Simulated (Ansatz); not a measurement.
# GaH₂ClO₂: geometry relaxation

The run: geometry relaxation of GaH₂ClO₂. Method and program: RKS PBE0/def2-SVPD (Ansatz 0.2.0).

It belongs to a series of runs on one base structure; here: start relaxed. Figures and captions count atoms from 1; the log counts them from 0 in places.

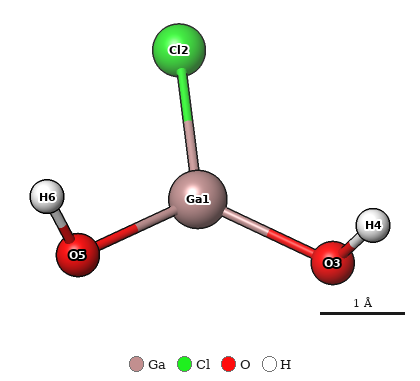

**Figure 1.** The structure as given in the input (ball-and-stick view, seen at a tilt; atoms are numbered from 1 in the order of the input). Sticks mark near contacts. Bond lengths as drawn: Cl–Ga 2.24 Å, Ga–O 1.79 Å and H–O 1.01 Å.

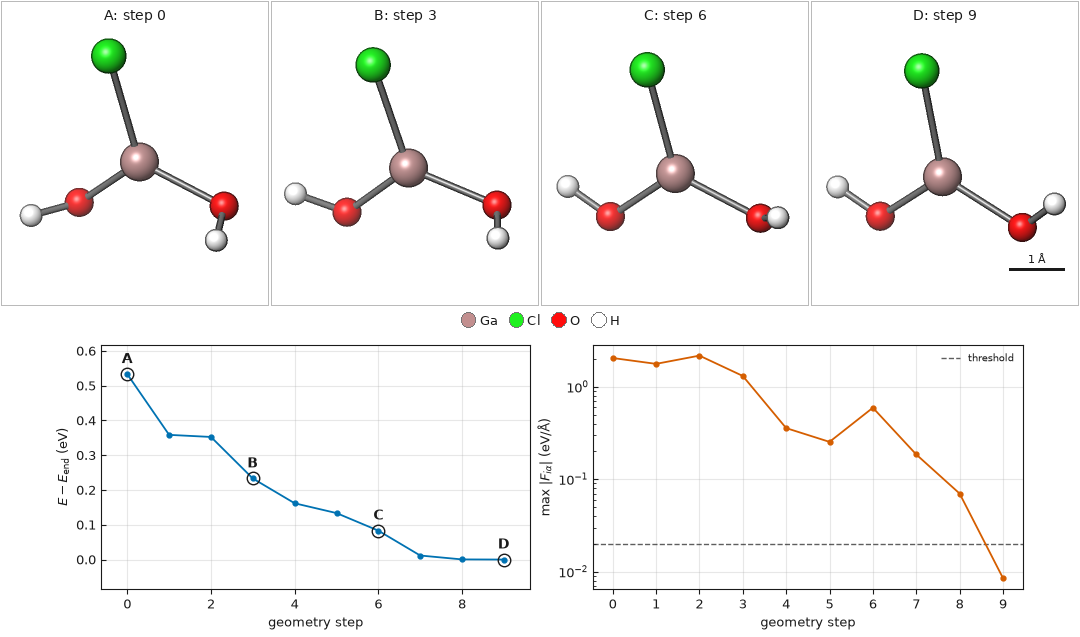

**Figure 2.** Frames of the relaxation (ball-and-stick view, seen at a tilt) above the curves, on which the letters mark them (the first geometry is step 0 here and step 1 in the log).

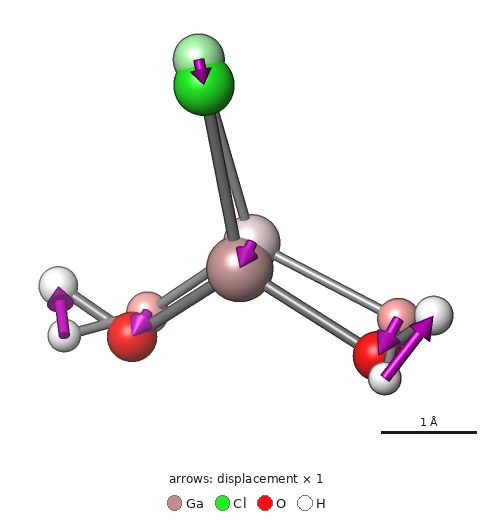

**Figure 3.** Start (faint) and end (solid) with the displacements as pink arrows, at true length (ball-and-stick view, seen at a tilt). The two geometries are laid on each other by the best rigid fit. H4 moves most after the best rigid fit: 0.84 Å. Largest moves by element: H 0.84 Å, O 0.46 Å, Ga 0.33 Å, Cl 0.28 Å. Among the contacts that change: Ga1–Cl2 2.240 → 2.151 Å, O3–H4 1.010 → 0.962 Å, Ga1–O3 1.790 → 1.770 Å. Among the angles that change: Ga1–O3–H4 109.5° → 114.8°, Ga1–O5–H6 109.5° → 114.8°, O3–Ga1–O5 120.0° → 117.7°. The energy falls by 0.533 eV in 9 geometry steps. The largest force component goes from 2 to 0.0085 eV/Å. (Atoms are counted from 1 in the order of the input.)

The input and output of the run follow.

The input:
```yaml
crystal:
  periodic: [false, false, false]
  atoms:
    - { symbol: Ga, position_ang: [0.0, 0.0, 0.0] }
    - { symbol: Cl, position_ang: [0.0, 0.0, 2.24] }
    - { symbol: O, position_ang: [1.5501, 0.0, -0.895] }
    - { symbol: H, position_ang: [1.85, -0.9519, -1.0499] }
    - { symbol: O, position_ang: [-1.5501, 0.0, -0.895] }
    - { symbol: H, position_ang: [-2.0598, -0.8467, -0.6865] }
basis:
  gaussian: { orbitals: def2-SVPD }
hamiltonian:
  xc: pbe0
relax:
  f_tol: 0.02
  max_steps: 40
```

Launched with:
```bash
ansatz run input.yaml --threads 2 --pin off --max-ram 3072MiB --backend cpu --events-out ev --progress --plain --runs-dir out
```

The program's output:
```
The last accepted step is kept in [file] (removed where the run ends without a failure and the disk answers)
Engine: ansatz 0.2.0, aarch64-unknown-linux-gnu
Functional definition: PBE0
  parameter a = 0.25
  parameter kappa = 0.804
  parameter beta = 0.06672455060314922
  exchange = (1 - a)*pbe_x(kappa = kappa, mu = beta*pi^2/3) + a*exact_x
  correlation = pbe_c(beta = beta)
1275 factors; integrals over basis functions are off by at most 3.7e-4 eV
mean field evaluation 1: about -68991.1414 eV, gradient 7.6e1 eV
mean field evaluation 2: about -68956.0450 eV, gradient 1.5e2 eV
mean field evaluation 4: about -69001.2713 eV, gradient 8.0e0 eV
mean field evaluation 8: about -69001.4241 eV, gradient 2.5e-1 eV
mean field evaluation 16: about -69001.4242 eV, gradient 1.5e-5 eV
mean field -69001.42418952 eV, -2535.7555681197 hartree, gradient 1.5e-5 eV, S^2 0.000000; 0 other end points of the search recorded, 0 dependent functions left out
the calculation of the forces begins
reference -69001.42422787 eV, -2535.7555695291 hartree; 33, 33 occupied and 94, 94 virtual orbitals, 1275 factors
relax step   1: F+E_penalty+E_count = -69001.42418952 eV  Δ(F+E_penalty+E_count) = +0.000e0 eV  max|allowed force component| = 2.047e0 eV/Å  Δτ_max = 0.0000 Å  (27 SCF iters, accepted)
these checks for a lower state are left out or cut short: starts, cluster_reference, orbital_swaps, neighbouring_geometries, increment
1275 factors; integrals over basis functions are off by at most 4.1e-4 eV
mean field -69001.59869761 eV, -2535.7619811736 hartree, gradient 1.1e-5 eV, S^2 0.000000; 0 other end points of the search recorded, 0 dependent functions left out
the calculation of the forces begins
reference -69001.59873549 eV, -2535.7619825659 hartree; 33, 33 occupied and 94, 94 virtual orbitals, 1275 factors
relax step   2: F+E_penalty+E_count = -69001.59869761 eV  Δ(F+E_penalty+E_count) = -1.745e-1 eV  max|allowed force component| = 1.769e0 eV/Å  Δτ_max = 0.1937 Å  (32 SCF iters, accepted)
these checks for a lower state are left out or cut short: starts, cluster_reference, orbital_swaps, neighbouring_geometries, increment
1275 factors; integrals over basis functions are off by at most 4.4e-4 eV
mean field -69001.60472485 eV, -2535.7622026706 hartree, gradient 5.5e-6 eV, S^2 0.000000; 0 other end points of the search recorded, 0 dependent functions left out
the calculation of the forces begins
reference -69001.60476226 eV, -2535.7622040457 hartree; 33, 33 occupied and 94, 94 virtual orbitals, 1275 factors
relax step   3: F+E_penalty+E_count = -69001.60472485 eV  Δ(F+E_penalty+E_count) = -6.027e-3 eV  max|allowed force component| = 2.173e0 eV/Å  Δτ_max = 0.1945 Å  (35 SCF iters, accepted)
these checks for a lower state are left out or cut short: starts, cluster_reference, orbital_swaps, neighbouring_geometries, increment
1275 factors; integrals over basis functions are off by at most 4.4e-4 eV
mean field evaluation 32: about -69001.6507 eV, gradient 8.3e0 eV
mean field -69001.72415147 eV, -2535.7665915181 hartree, gradient 2.4e-5 eV, S^2 0.000000; 0 other end points of the search recorded, 0 dependent functions left out
the calculation of the forces begins
reference -69001.72418874 eV, -2535.7665928877 hartree; 33, 33 occupied and 94, 94 virtual orbitals, 1275 factors
relax step   4: F+E_penalty+E_count = -69001.72415147 eV  Δ(F+E_penalty+E_count) = -1.194e-1 eV  max|allowed force component| = 1.309e0 eV/Å  Δτ_max = 0.0910 Å  (29 SCF iters, accepted)
these checks for a lower state are left out or cut short: starts, cluster_reference, orbital_swaps, neighbouring_geometries, increment
1275 factors; integrals over basis functions are off by at most 4.3e-4 eV
mean field -69001.79543547 eV, -2535.7692111568 hartree, gradient 8.7e-5 eV, S^2 0.000000; 0 other end points of the search recorded, 0 dependent functions left out
the calculation of the forces begins
reference -69001.79547233 eV, -2535.7692125112 hartree; 33, 33 occupied and 94, 94 virtual orbitals, 1275 factors
relax step   5: F+E_penalty+E_count = -69001.79543547 eV  Δ(F+E_penalty+E_count) = -7.128e-2 eV  max|allowed force component| = 3.571e-1 eV/Å  Δτ_max = 0.2000 Å  (32 SCF iters, accepted)
these checks for a lower state are left out or cut short: starts, cluster_reference, orbital_swaps, neighbouring_geometries, increment
1275 factors; integrals over basis functions are off by at most 4.5e-4 eV
mean field -69001.82362644 eV, -2535.7702471558 hartree, gradient 5.9e-6 eV, S^2 0.000000; 0 other end points of the search recorded, 0 dependent functions left out
the calculation of the forces begins
reference -69001.82366322 eV, -2535.7702485074 hartree; 33, 33 occupied and 94, 94 virtual orbitals, 1275 factors
relax step   6: F+E_penalty+E_count = -69001.82362644 eV  Δ(F+E_penalty+E_count) = -2.819e-2 eV  max|allowed force component| = 2.534e-1 eV/Å  Δτ_max = 0.1668 Å  (35 SCF iters, accepted)
these checks for a lower state are left out or cut short: starts, cluster_reference, orbital_swaps, neighbouring_geometries, increment
1275 factors; integrals over basis functions are off by at most 4.2e-4 eV
mean field -69001.87414200 eV, -2535.7721035682 hartree, gradient 6.4e-6 eV, S^2 0.000000; 0 other end points of the search recorded, 0 dependent functions left out
the calculation of the forces begins
reference -69001.87417863 eV, -2535.7721049146 hartree; 33, 33 occupied and 94, 94 virtual orbitals, 1275 factors
relax step   7: F+E_penalty+E_count = -69001.87414200 eV  Δ(F+E_penalty+E_count) = -5.052e-2 eV  max|allowed force component| = 5.931e-1 eV/Å  Δτ_max = 0.1988 Å  (35 SCF iters, accepted)
these checks for a lower state are left out or cut short: starts, cluster_reference, orbital_swaps, neighbouring_geometries, increment
1275 factors; integrals over basis functions are off by at most 4.5e-4 eV
mean field evaluation 64: about -69001.9456 eV, gradient 8.5e-2 eV
mean field -69001.94563832 eV, -2535.7747310095 hartree, gradient 8.7e-5 eV, S^2 0.000000; 0 other end points of the search recorded, 0 dependent functions left out
the calculation of the forces begins
reference -69001.94567471 eV, -2535.7747323471 hartree; 33, 33 occupied and 94, 94 virtual orbitals, 1275 factors
relax step   8: F+E_penalty+E_count = -69001.94563832 eV  Δ(F+E_penalty+E_count) = -7.150e-2 eV  max|allowed force component| = 1.851e-1 eV/Å  Δτ_max = 0.1996 Å  (31 SCF iters, accepted)
these checks for a lower state are left out or cut short: starts, cluster_reference, orbital_swaps, neighbouring_geometries, increment
1275 factors; integrals over basis functions are off by at most 4.5e-4 eV
mean field -69001.95686638 eV, -2535.7751436332 hartree, gradient 2.0e-5 eV, S^2 0.000000; 0 other end points of the search recorded, 0 dependent functions left out
the calculation of the forces begins
reference -69001.95690279 eV, -2535.7751449714 hartree; 33, 33 occupied and 94, 94 virtual orbitals, 1275 factors
relax step   9: F+E_penalty+E_count = -69001.95686638 eV  Δ(F+E_penalty+E_count) = -1.123e-2 eV  max|allowed force component| = 6.993e-2 eV/Å  Δτ_max = 0.0948 Å  (30 SCF iters, accepted)
these checks for a lower state are left out or cut short: starts, cluster_reference, orbital_swaps, neighbouring_geometries, increment
1275 factors; integrals over basis functions are off by at most 4.4e-4 eV
mean field -69001.95726712 eV, -2535.7751583600 hartree, gradient 8.5e-5 eV, S^2 0.000000; 0 other end points of the search recorded, 0 dependent functions left out
the calculation of the forces begins
reference -69001.95730352 eV, -2535.7751596979 hartree; 33, 33 occupied and 94, 94 virtual orbitals, 1275 factors
relax step  10: F+E_penalty+E_count = -69001.95726712 eV  Δ(F+E_penalty+E_count) = -4.007e-4 eV  max|allowed force component| = 8.505e-3 eV/Å  Δτ_max = 0.0123 Å  (27 SCF iters, accepted)
1275 factors; integrals over basis functions are off by at most 4.4e-4 eV
mean field -69001.95726712 eV, -2535.7751583600 hartree, gradient 8.5e-5 eV, S^2 0.000000; 1 other end points of the search recorded, 0 dependent functions left out
the calculation of the forces begins
reference -69001.95730352 eV, -2535.7751596979 hartree; 33, 33 occupied and 94, 94 virtual orbitals, 1275 factors
Total energy: -69001.95730352 eV, -2535.7751596979 hartree
Atom 0 at    -0.031146    -0.295213    -0.141669 Å, force    -0.000564    -0.000869    -0.008505 eV/Å
Atom 1 at     0.081180    -0.174157     2.003414 Å, force     0.000409     0.000338     0.007824 eV/Å
Atom 2 at     1.433505    -0.377790    -1.132552 Å, force    -0.003084    -0.000594     0.002140 eV/Å
Atom 3 at     2.257650    -0.365764    -0.637185 Å, force     0.001625     0.000754    -0.001766 eV/Å
Atom 4 at    -1.591473    -0.315826    -0.977647 Å, force     0.002278     0.000124     0.002784 eV/Å
Atom 5 at    -2.359516    -0.269850    -0.400761 Å, force    -0.000663     0.000247    -0.002477 eV/Å
Dipole moment:     0.012084     0.012347     0.230790 e Å
```

Trajectory as extended XYZ (Å, eV, eV/Å), 10 frames, from step=1 to step=10:
```
6
Properties=species:S:1:pos:R:3:forces:R:3 step=1 energy=-69001.42419
Ga    0.0000    0.0000    0.0000    0.0339   0.0317   0.9323
Cl    0.0000    0.0000    2.2400   -0.0111   0.0054  -1.2121
O     1.5501    0.0000   -0.8950    0.4462  -2.0329  -0.1085
H     1.8500   -0.9519   -1.0499   -0.4400   2.0473   0.2326
O    -1.5501    0.0000   -0.8950   -0.8224  -1.9528   0.5646
H    -2.0598   -0.8467   -0.6865    0.7934   1.9012  -0.4089
6
Properties=species:S:1:pos:R:3:forces:R:3 step=2 energy=-69001.59870
Ga    0.0001   -0.0639   -0.0228    0.1170   0.1381   0.1230
Cl   -0.0162   -0.0222    2.1443   -0.0623  -0.0394  -0.3019
O     1.5843    0.0034   -0.8541   -0.0028  -0.7856  -0.0038
H     1.9245   -0.8938   -1.0401   -0.0983   0.7615   0.0413
O    -1.5288   -0.0714   -0.9510   -1.1842  -1.7695   0.9782
H    -2.1737   -0.7507   -0.5628    1.2306   1.6949  -0.8369
6
Properties=species:S:1:pos:R:3:forces:R:3 step=3 energy=-69001.60472
Ga    0.0064   -0.0866   -0.0457    0.0942  -0.0129  -0.1782
Cl   -0.0548   -0.0574    2.1039   -0.0898   0.0005  -0.0455
O     1.6033    0.0173   -0.8434   -0.0703  -0.4287   0.0092
H     1.9797   -0.8544   -1.0424   -0.0512   0.4398   0.0023
O    -1.4930   -0.1976   -1.0171   -2.0558  -1.4255   1.9891
H    -2.2514   -0.6198   -0.4416    2.1729   1.4269  -1.7768
6
Properties=species:S:1:pos:R:3:forces:R:3 step=4 energy=-69001.72415
Ga    0.0280   -0.1193   -0.0579    0.0587   0.0228  -0.1558
Cl   -0.1426   -0.0606    2.0801    0.0444  -0.0121   0.0839
O     1.6117    0.0113   -0.8739   -0.1078  -0.3340   0.0650
H     2.0374   -0.8371   -1.0633   -0.0779   0.3357   0.0188
O    -1.4986   -0.2225   -0.9715   -1.2269  -0.7973   1.0451
H    -2.2457   -0.5706   -0.3999    1.3095   0.7850  -1.0570
6
Properties=species:S:1:pos:R:3:forces:R:3 step=5 energy=-69001.79544
Ga    0.0141   -0.2093   -0.0564   -0.1541   0.0341   0.3389
Cl   -0.1162   -0.0639    2.0872    0.0019  -0.0165  -0.0161
O     1.5588    0.0036   -0.8691    0.3571  -0.0610  -0.2336
H     2.1085   -0.7605   -1.0647   -0.0478   0.0742   0.0316
O    -1.4900   -0.3933   -0.9662   -0.3248   0.0006   0.0149
H    -2.2851   -0.3752   -0.4173    0.1676  -0.0314  -0.1356
6
Properties=species:S:1:pos:R:3:forces:R:3 step=6 energy=-69001.82363
Ga    0.0031   -0.2156   -0.0660   -0.0979   0.1220   0.0749
Cl   -0.0340   -0.0926    2.0758    0.0015  -0.0591   0.0712
O     1.5029   -0.0271   -0.9823   -0.0766   0.0150  -0.1799
H     2.1493   -0.7280   -0.9063    0.2534  -0.0709   0.0818
O    -1.5136   -0.3433   -0.9661   -0.0946  -0.0287  -0.0921
H    -2.3175   -0.3921   -0.4415    0.0142   0.0217   0.0441
6
Properties=species:S:1:pos:R:3:forces:R:3 step=7 energy=-69001.87414
Ga   -0.0198   -0.1967   -0.1303    0.1700  -0.1405   0.0284
Cl   -0.0113   -0.1444    2.0299    0.0210   0.0054  -0.1300
O     1.4800   -0.1181   -1.0844    0.3896  -0.5330   0.2322
H     2.2370   -0.6386   -0.7519   -0.5931   0.5563  -0.1525
O    -1.5718   -0.3666   -0.9742    0.0905   0.1212   0.0433
H    -2.3239   -0.3342   -0.3756   -0.0780  -0.0092  -0.0214
6
Properties=species:S:1:pos:R:3:forces:R:3 step=8 energy=-69001.94564
Ga   -0.0284   -0.2665   -0.1315    0.0109   0.0160  -0.0271
Cl    0.0804   -0.1607    2.0180   -0.0014  -0.0268  -0.0519
O     1.4390   -0.2836   -1.1299    0.0716  -0.1381   0.1393
H     2.2593   -0.4661   -0.6541   -0.1851   0.1262  -0.0791
O    -1.5880   -0.3106   -0.9724    0.0826   0.0015  -0.0347
H    -2.3719   -0.3111   -0.4165    0.0214   0.0213   0.0534
6
Properties=species:S:1:pos:R:3:forces:R:3 step=9 energy=-69001.95687
Ga   -0.0313   -0.2916   -0.1460   -0.0026  -0.0065  -0.0699
Cl    0.0810   -0.1734    1.9976    0.0018   0.0005   0.0347
O     1.4365   -0.3699   -1.1352   -0.0279  -0.0065   0.0367
H     2.2545   -0.3747   -0.6293    0.0118   0.0082  -0.0175
O    -1.5944   -0.3143   -0.9796    0.0354   0.0010   0.0266
H    -2.3561   -0.2748   -0.3938   -0.0185   0.0032  -0.0106
6
Properties=species:S:1:pos:R:3:forces:R:3 step=10 energy=-69001.95727
Ga   -0.0311   -0.2952   -0.1417   -0.0006  -0.0009  -0.0085
Cl    0.0812   -0.1742    2.0034    0.0004   0.0003   0.0078
O     1.4335   -0.3778   -1.1326   -0.0031  -0.0006   0.0021
H     2.2576   -0.3658   -0.6372    0.0016   0.0008  -0.0018
O    -1.5915   -0.3158   -0.9776    0.0023   0.0001   0.0028
H    -2.3595   -0.2698   -0.4008   -0.0007   0.0002  -0.0025
```

Summary:

```json
{"quantity": "outcome", "value": "converged"}
{"quantity": "total energy", "value": "−69001.9573 eV"}
{"quantity": "mean-field energy", "value": "−69001.9573 eV"}
{"quantity": "largest force (length of the vector) at the end", "value": "0.009 eV/Å"}
{"quantity": "hardware", "value": "2 threads of Arm Neoverse V2, 24 GiB of memory available, shared host"}
{"quantity": "wall time", "value": "41 s (CPU time 80 s)"}
{"quantity": "peak memory", "value": "0.32 GiB"}
```
